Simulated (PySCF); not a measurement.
C8H10O2Si2, SMILES o1c(ccc1)[SiH2][SiH2]c1occc1, singlet at its GFN2-xTB optimised geometry (Å):

```
22

C      4.1189    -2.0978    -0.0256
C      2.9825    -2.8395    -0.1354
O      1.8979    -2.0577    -0.0522
C      2.3213    -0.7776     0.1154
Si     0.9864     0.5321     0.2591
Si    -1.0227    -0.5845    -0.0046
C     -2.3436     0.7473     0.0000
C     -3.7112     0.7473     0.0000
C     -4.1238     2.0984    -0.0003
C     -2.9777     2.8330    -0.0005
O     -1.9035     2.0328     0.0000
C      3.6887    -0.7622     0.1369
H      5.1276    -2.4567    -0.0569
H      2.8239    -3.8915    -0.2709
H      1.2835     1.5584    -0.7511
H      1.1657     1.1931     1.5623
H     -1.3688    -1.5317     1.0665
H     -1.1648    -1.3359    -1.2617
H     -4.3407    -0.1192     0.0005
H     -5.1276     2.4716    -0.0002
H     -2.8052     3.8915    -0.0010
H      4.3064     0.1046     0.2549
```

Calculation: PBE0/def2-SVP (PySCF 2.14.0).

Map of the electron localisation function on the plane z = 1.5 Å:

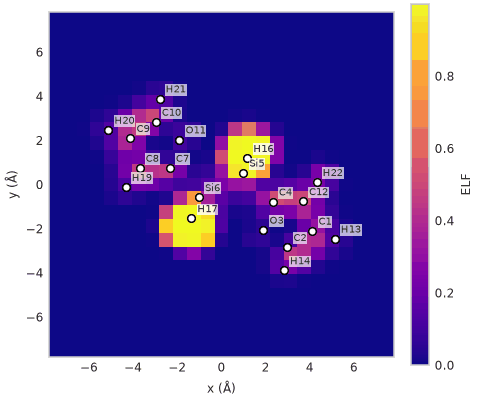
Fig. 1. Electron localisation function on the plane z = 1.5 Å.
